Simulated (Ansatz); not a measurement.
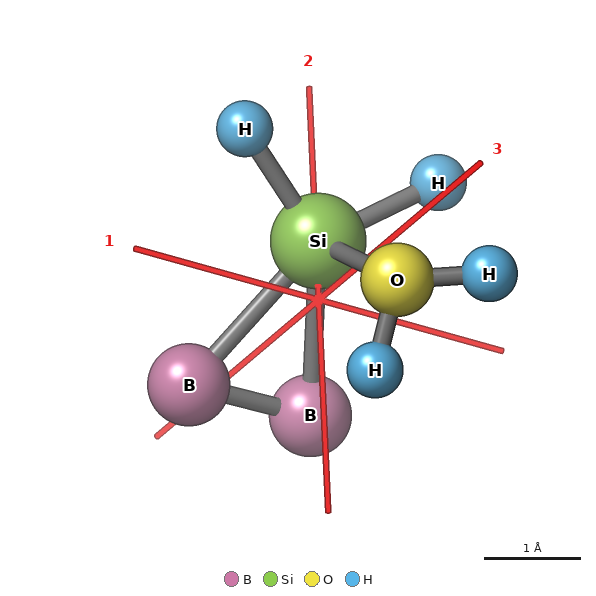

The three principal axes of inertia are drawn and numbered. Depth is shown by fading: the farther an atom, the more it takes the colour of the background. The computed structure is the end point of a PBE0-D4/def2-TZVP optimisation. No frequency run is at hand to confirm it as a minimum. Masses are those of the most abundant isotopes; constants are for the rigid equilibrium geometry.

Question: Which line is the a axis (least moment of inertia), which b and which c?

Answer: a is line 3, b is line 2, c is line 1; the moments are 46.3, 109, 123 u Å².

Question: Classify the rotor and give the rotational constants (GHz).

Answer: An asymmetric top (C1): A = 10.9, B = 4.65, C = 4.11 GHz. Ray's parameter κ is −0.84, nearer the prolate limit.
